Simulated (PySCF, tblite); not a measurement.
**C₄H₇Si radical: geometry, infrared bands and EPR parameters**

Wanted: the infrared bands and EPR parameters of C₄H₇Si radical (`C#C[Si](C)C`), by calculation.

Programs: tblite 0.8.0 and PySCF 2.14.0, with density-fitted response routines of our own. Each step states its level of theory. These are calculated values for one molecule in the gas phase, unless marked as measured. Atoms are numbered from 0 throughout.

## Step 1: The molecule as given

12 atoms, charge 0, multiplicity 2; geometry from: force field or distance geometry start.

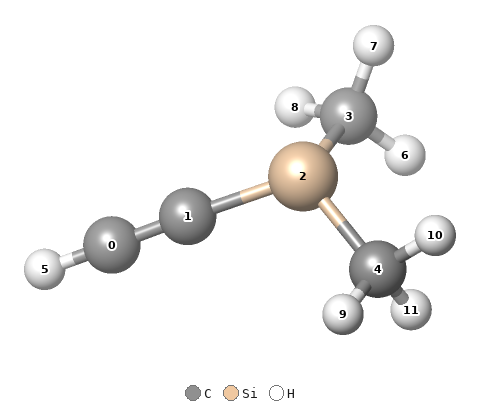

As it starts; carbon grey, silicon light orange, hydrogen white, atoms numbered; sticks join atoms by distance.

## Step 2: Geometry optimisation with GFN2-xTB

The job: settings as JSON, then the geometry in Å.

```
{"job": {"kind": "relax", "xc": "GFN2-xTB", "basis": "xTB"}, "charge": 0, "multiplicity": 2}
C     -1.926000     1.589800     1.365000
C     -1.180700     1.074300     0.553100
Si    -0.037400     0.261700    -0.612600
C     -0.503300    -1.538200    -0.675100
C      1.727300     0.562300    -0.200200
H     -2.596700     2.038000     2.078500
H      0.267100    -2.181200    -0.199100
H     -0.683000    -1.906700    -1.706100
H     -1.449500    -1.752200    -0.121800
H      1.940000     1.633200     0.052700
H      2.311000     0.354800    -1.126300
H      2.132300    -0.136600     0.566000
```

Run with:

```console
$ OMP_NUM_THREADS=1 python probes_run.py task.json out
```

This one command runs all jobs of the session in turn.

**Question.** This job is followed by: GFN2-xTB harmonic vibrations, gas phase; UKS B3LYP, pcH-1 on C H Si, non-relativistic, mean-field spin-orbit, GIAO. Predict these results of the whole session: strongest single infrared mode (GFN2-xTB); zero-point energy (GFN2-xTB); g(iso) (B3LYP); ⟨S²⟩; largest a(iso) (averaged by class); potential on the surface of density 0.002 e/bohr³, 1st and 99th percentile.

**Answer**, as computed:

| quantity | value |
| --- | --- |
| strongest single infrared mode (GFN2-xTB) | 862 cm⁻¹, 144 km/mol |
| zero-point energy (GFN2-xTB) | 57.5 kcal/mol |
| g(iso) (B3LYP) | 2.00303 |
| ⟨S²⟩ | 0.754 (exact 0.75) |
| largest a(iso) (averaged by class) | 29Si on Si2, -499.8 MHz |
| potential on the surface of density 0.002 e/bohr³, 1st and 99th percentile | -0.85 V and 1.37 V |

In words: Over 87 steps the energy fell by 0.249 eV; of the close pairs, Si2–C4 changed most, 1.837 to 1.901 Å. All 30 modes are real, so the xTB geometry is a minimum. The strongest single mode, at 862 cm⁻¹, has its largest shares on Si2, H8, H9 and H10 (the list is cut at 4 atoms). GFN2-xTB is a fitted tight-binding method: band positions and strengths are rough. Its intensities can rank the bands wrongly. Si2 carries the largest spin population, 0.89 e. The isotropic g lies 0.7 ppt above the free-electron value. The conformer search found further structures of the same energy, which may be mirror or relabelled copies of this one.
